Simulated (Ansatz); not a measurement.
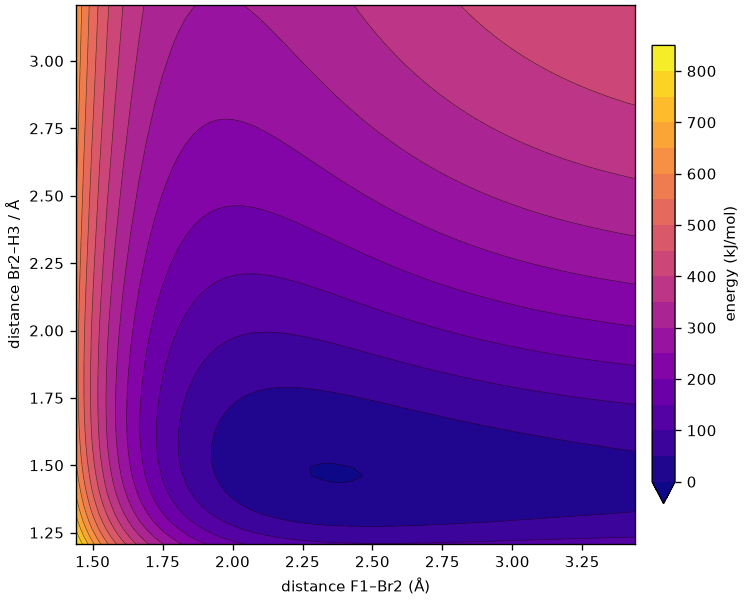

The system F⁻ + BrH. The first coordinate is: distance F1–Br2; the second: distance Br2–H3. Nothing is relaxed (the angle F1–Br2–H3 is fixed at 180 degrees). The grid has 17 × 17 points. Points are written as (first, second). All energies are given in kJ/mol relative to the lowest grid point. The reference is spin-restricted, so regions where a bond is pulled apart into radicals lie too high. These are results of Ansatz 0.2.0, RKS PBE0-D4/def2-TZVPD, not measurements.

In the figure: filled contours. Between grid points the surface is interpolated.

The lowest grid point is at (2.387 Å, 1.435 Å). No other kind of well shows on this grid. The highest grid point, (1.440 Å, 1.208 Å), lies 811 kJ/mol above the lowest.

The level of theory is changed to Ansatz 0.2.0, RHF/def2-TZVPD; with it change the reference geometry, relaxed at the new level.

> What does this change do to the map?

The minimum (interpolated where it lies between grid points) moves from about (2.360 Å, 1.471 Å) to about (2.571 Å, 1.427 Å). The span from the lowest to the highest grid point stays at about 830 kJ/mol. The curvature at the minimum changes from about 2.9 to 1.5 eV/Å² along distance F1–Br2 and from about 20 to 26 eV/Å² along distance Br2–H3.

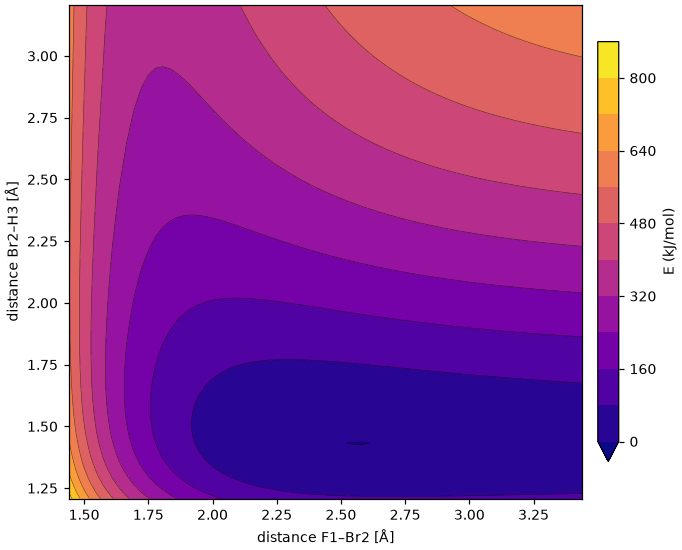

The map after the change, on a colour scale of its own. The picture shows filled contours. Between grid points the surface is interpolated.
